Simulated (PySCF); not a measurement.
```csv
atom,x (Å),y (Å),z (Å)
C,-1.1026,0.3312,2.5092
C,-1.5216,-0.0210,1.3088
C,-0.8338,0.3541,0.0336
C,-0.4370,-0.8910,-0.7485
S,0.3112,-0.4861,-2.3699
Si,2.2205,0.3154,-1.8177
Cl,2.9618,-0.6750,-0.2258
H,-0.2162,0.9289,2.6469
H,-1.6281,0.0461,3.4044
H,-2.4131,-0.6235,1.1932
H,-1.5082,0.9549,-0.5835
H,0.0543,0.9516,0.2532
H,0.2750,-1.4988,-0.1911
H,-1.3106,-1.4961,-0.9880
H,2.0907,1.7190,-1.4505
H,3.0501,0.0993,-2.9857
```

Geometry: GFN2-xTB.

Theory: B3LYP/def2-SVPD, SCF density, gas phase (PySCF).

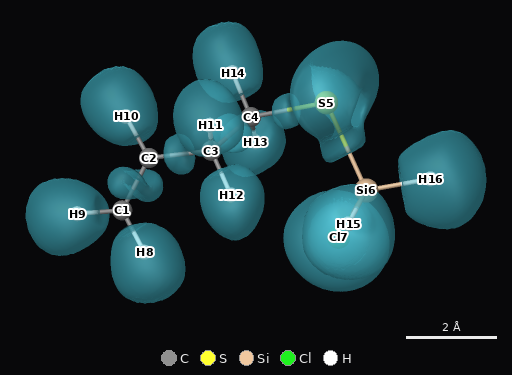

C4H9ClSSi. Isosurface of the electron localisation function at 0.8 (cyan), seen across its widest extent. Only the valence region is drawn (cores and ρ < 0.01 e/Å³ removed).

**Describe the localisation domains.**

The ELF exceeds this value in three regions between bonded C–C atoms (shared pairs), one region between bonded C–S atoms (shared pairs), nine regions around hydrogen nuclei, one region on Cl in which the atom's valence shell and bonds are merged and one region on S in which the atom's valence shell and bonds are merged. Profiles from the grid: C–C (1.32 Å): the ELF peaks at about 0.95 between the atoms; a short, multiple covalent bond. C–S (1.83 Å): the ELF peaks at about 0.90 between the atoms, as expected for a covalent bond.
